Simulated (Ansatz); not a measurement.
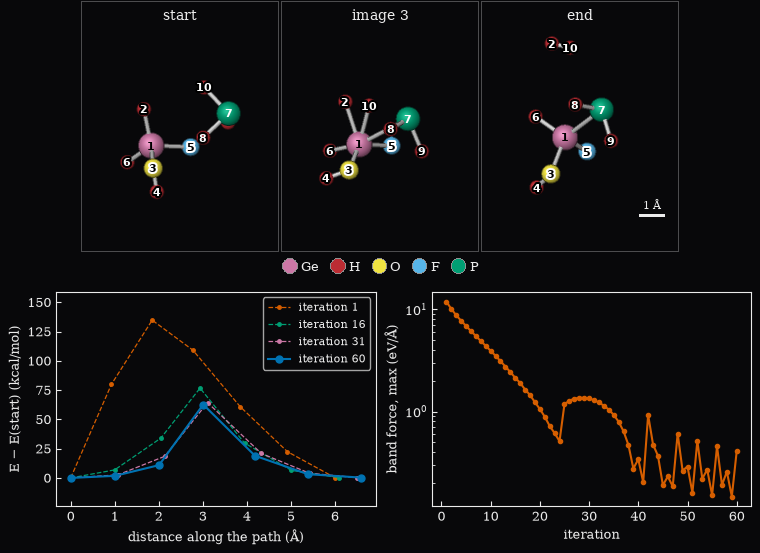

A nudged-elastic-band calculation for GePH$_{6}$OF, made up at the start of GeH₃OF and PH3. Images are numbered from 0 (start) to 6 (end). The plot follows the band through its iterations. Style: ball-and-stick. Shown from a free direction.

Theory: Ansatz, RKS PBE-D4/def2-SVP. Set-up: 5 movable images; climbing image; force threshold 0.03 eV/Å; iteration limit 60; optimiser L-BFGS; largest step 0.02 Å; starting path through a guess of the saddle point.

### Judge this run.

The result isn't final. The band hadn't converged when the run stopped after 60 iterations. The largest component of the band force went from 12 to 0.41 eV/Å. The barrier read from it is provisional, though the highest image hardly moved in the last two iterations. The step length is far from the usual. The first iteration put the highest image at 134.7 kcal/mol. The barrier is about 62.7 kcal/mol in both directions, with image 3 at the top; the ends have nearly the same energy.

Limits of the set-up: the start holds two separate molecules, 2.5 Å apart at their closest, whose relative position is a soft coordinate.
